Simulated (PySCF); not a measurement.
**C6H6O2 (SMILES CC(=O)OC=C1C=C1): density, localisation and related maps**

```xyz
14

C    -2.6716   -0.0204    0.7271
C    -1.2340    0.1237    0.2856
O    -0.7378    1.1548   -0.0916
O    -0.6044   -1.0476    0.3724
C     0.7468   -1.1729    0.0184
C     1.6523   -0.2311    0.1297
C     2.1106    1.1034    0.4650
C     3.0058    0.2612   -0.0202
H    -2.9020   -1.0603    0.9344
H    -2.8288    0.5787    1.6213
H    -3.3236    0.3630   -0.0537
H     0.9513   -2.1688   -0.3403
H     1.8343    2.0659    0.8177
H     4.0005    0.0498   -0.3279
```

Geometry: GFN2-xTB, NEB image 0 of 0 to 8.

These are results of PBE0/pcSseg-1, SCF density, gas phase, non-relativistic in PySCF, not measurements.

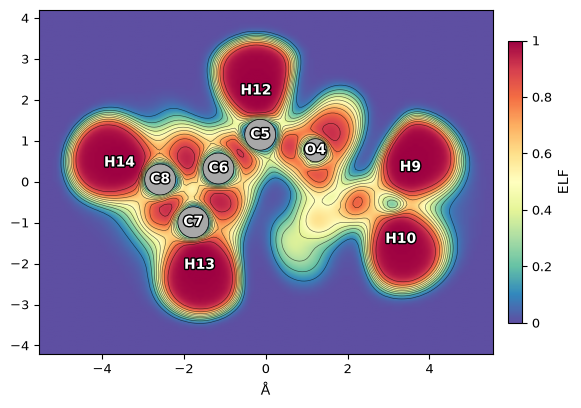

Figure 1. ELF on the plane of atoms C6, C7 and C8. Grey discs cover the atomic cores.

**What do the fields say about this system?**

- The section cuts through O, C and H sites.
- C–C (1.31 Å): the ELF peaks at about 0.90 between the atoms: a multiple bond.
- C–H (1.06 Å): the ELF climbs to about 1 towards the hydrogen, as it does in any bond to H; an ordinary covalent bond to hydrogen.
- C–C (1.45 Å): the ELF peaks at about 0.80 between the atoms (localised, covalent bonding).
- The ELF also peaks beside O4, away from the bonds: lone-pair regions.

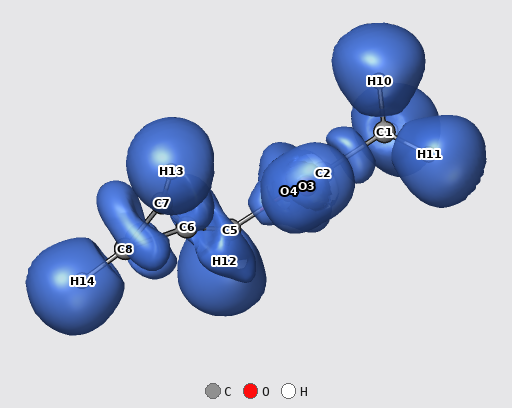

Figure 2. Isosurface of the electron localisation function at 0.75 (blue), seen at an oblique angle. Only the valence region is drawn (cores and ρ < 0.01 e/Å³ removed).

**Identify the bonds, lone pairs and shells in this picture.**

The surface consists of four regions between bonded C–C atoms (shared pairs), six regions around hydrogen nuclei and two regions on O in which the atom's valence shell and bonds are merged. Profiles from the grid: C–O (1.20 Å): the ELF peaks at about 0.85 between the atoms (a short, multiple covalent bond).

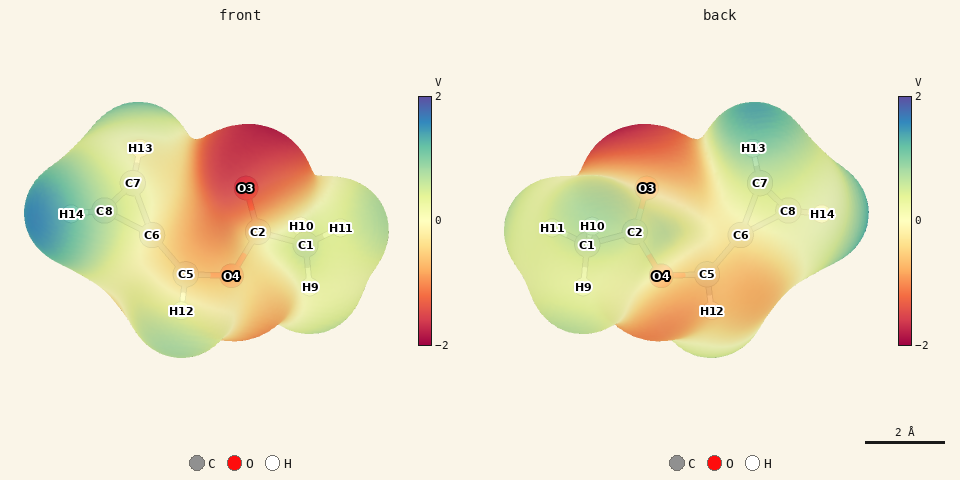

Figure 3. The electrostatic potential painted on the density surface at 0.002 e/bohr³, seen from the front and from behind; the colour scale runs from red (negative) to blue (positive).

**Where is the surface potential most negative and most positive?**

The most negative region (about −1.8 V, or −42 kcal/mol for a unit charge) lies over O3, the most positive (about +1.6 V, or +37 kcal/mol for a unit charge) over H14. O3 is the likeliest acceptor of a hydrogen bond.
